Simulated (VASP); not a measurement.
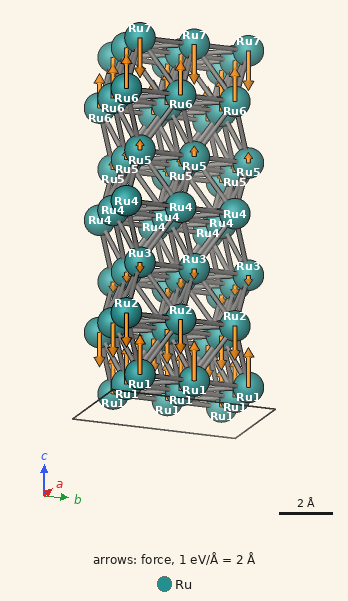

Starting geometry of a slab of composition Ru with the computed forces as orange arrows. Style: ball-and-stick. Shown: the 3 × 3 repeat of the cell, outlined in the plane, without the vacuum, from a free direction.

The run lets the atoms move in a fixed cell.

Method: Kohn-Sham DFT of a periodic cell, PBE, VASP PAW PBE potentials, recommended (VASP 6.6.1).

The input:
```
ALGO     = Normal         # electronic algorithm
DIPOL    = 0.5 0.5 0.500
EDIFF    = 1E-6           # SCF threshold, eV
EDIFFG   = -0.02          # ionic threshold
ENCUT    = 520            # plane-wave cutoff, eV
GGA      = PE             # functional
IBRION   = 2              # ionic algorithm
IDIPOL   = 3            
ISIF     = 2              # what is computed and relaxed
ISMEAR   = 1              # smearing method
KPAR     = 4            
LASPH    = True           # aspherical terms in the spheres
LCHARG   = False          # write CHGCAR
LDIPOL   = True         
LREAL    = False          # projectors in reciprocal space
LWAVE    = False          # write WAVECAR
NELM     = 80             # most SCF steps
NSW      = 80             # ionic steps
PREC     = Accurate       # precision mode
SIGMA    = 0.1            # smearing width, eV
```

Launched with:
```bash
cat potpaw_PBE.64/Ru_pv/POTCAR > POTCAR
mpirun -np 4 vasp_std > vasp.out
```

Question: Is this structure relaxed? If not, where do the atoms go?

Answer: It isn't relaxed: the largest force vector, on Ru atoms, is 0.78 eV/Å. The atoms end up moving mostly along the starting forces (cosine between the two patterns 0.86). The energy falls by 71.5 meV per cell of the calculation in 8 geometry steps. The largest force component goes from 0.78 to 0.0088 eV/Å. The largest moves, 0.074 Å, are those of Ru1 and Ru7. Ru1 goes along the normal (+c). The cell doesn't change. Some distances before and after: Ru1–Ru2 2.662 → 2.593 Å, Ru3–Ru4 2.662 → 2.670 Å.
